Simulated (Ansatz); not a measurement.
**C2H5AlN2O: density, localisation and related maps**

| atom | x (Å) | y (Å) | z (Å) |
| --- | --- | --- | --- |
| C | 0.8630 | -1.4227 | -1.1225 |
| N | 0.9246 | -0.3737 | -0.4106 |
| C | -0.2362 | 0.2146 | 0.1456 |
| O | -1.4599 | -0.2604 | -0.3358 |
| N | -0.1977 | 1.6656 | 0.1887 |
| Al | 0.0213 | 1.1832 | 1.8431 |
| H | -0.0807 | -1.9325 | -1.3876 |
| H | 1.7920 | -1.8583 | -1.5149 |
| H | -1.5732 | -1.1649 | -0.0236 |
| H | -0.1773 | 2.1876 | -0.6808 |
| H | 0.1894 | 1.7046 | 3.3189 |

The calculation used RKS PBE0/def2-SVP (Ansatz).

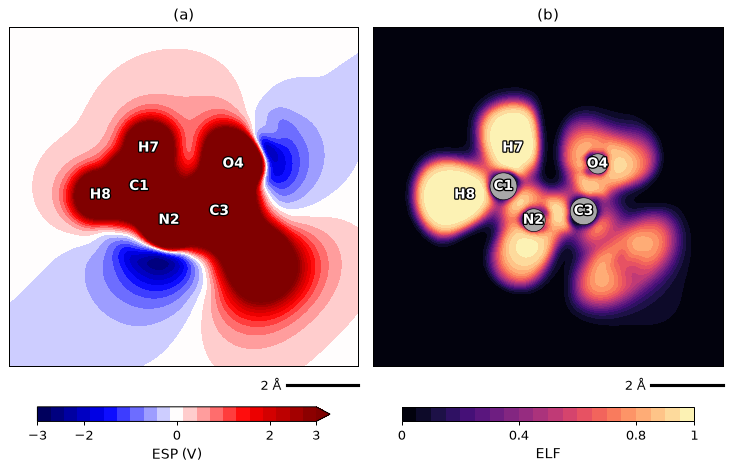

Figure 1. (a) electrostatic potential; (b) electron localisation function on the plane of atoms N2, C1 and H7. Grey discs cover the atomic cores in the ELF map.

Q: Describe what can be read from this map.

A:
- The plane passes through C, N, O and H nuclei.
- C–N (1.27 Å): the ELF peaks at about 0.90 between the atoms; a short, multiple covalent bond.
- C–O (1.40 Å): the ELF peaks at about 0.90 between the atoms; a polar covalent bond.
- C–N (1.42 Å): the ELF peaks at about 0.95 between the atoms; a covalent bond.
- The ELF also peaks beside N2 and O4, away from the bonds: lone-pair regions.
- Outside the dense part of the molecule the potential is most negative (−2.7 V) near N2.

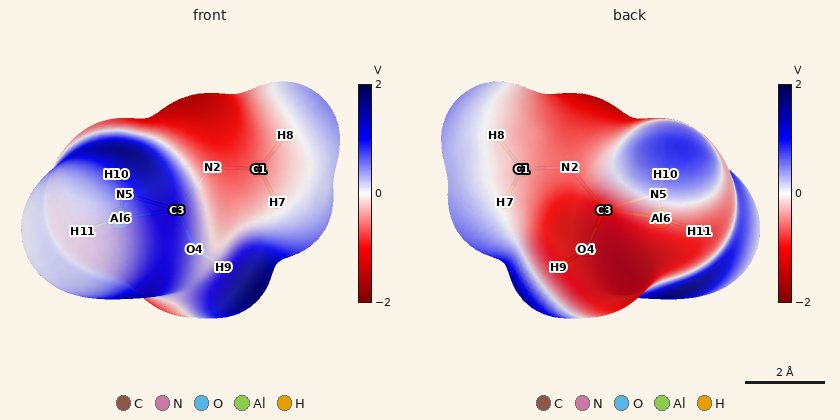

Figure 2. The molecular electrostatic potential painted on the density surface at 0.001 e/bohr³, seen from the front and from behind; red is negative and blue positive.

Q: Where is the surface potential most negative and most positive?

A: The most negative region (about −1.5 V) lies over N2 and O4, the most positive (about +1.8 V) over Al6 and H9.

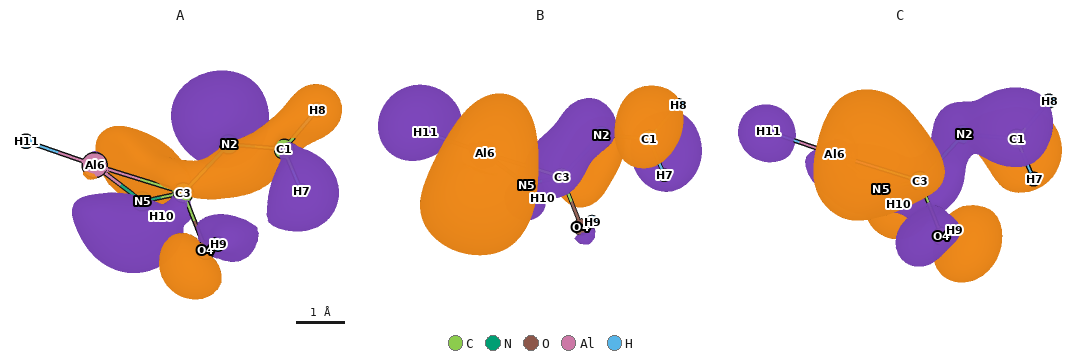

Figure 3. Three frontier orbitals at ±0.08 Å⁻³ᐟ² (orange and purple are the two phases), in no order.

Q: Order the three orbitals by energy and name them.

A: A is the HOMO−1 (−6.90 eV). By Hirshfeld shares it lies mainly on N2 (about 40 %), N5 (about 25 %), O4 (about 10 %) and C1 (about 5 %); largely a combination of lone pairs on N2, N5 and O4. C is the HOMO (−6.03 eV). Its weight (Hirshfeld) is mainly on C3 (about 25 %), Al6 (about 25 %), O4 (about 15 %), C1 (about 10 %), N5 (about 10 %) and N2 (about 5 %). B is the LUMO (−1.01 eV). Its weight (Hirshfeld) is mainly on Al6 (about 50 %), C1 (about 15 %), H11 (about 10 %), C3 (about 10 %) and N2 (about 10 %).

Q: What is the HOMO–LUMO gap?

A: 5.02 eV between the orbital energies.
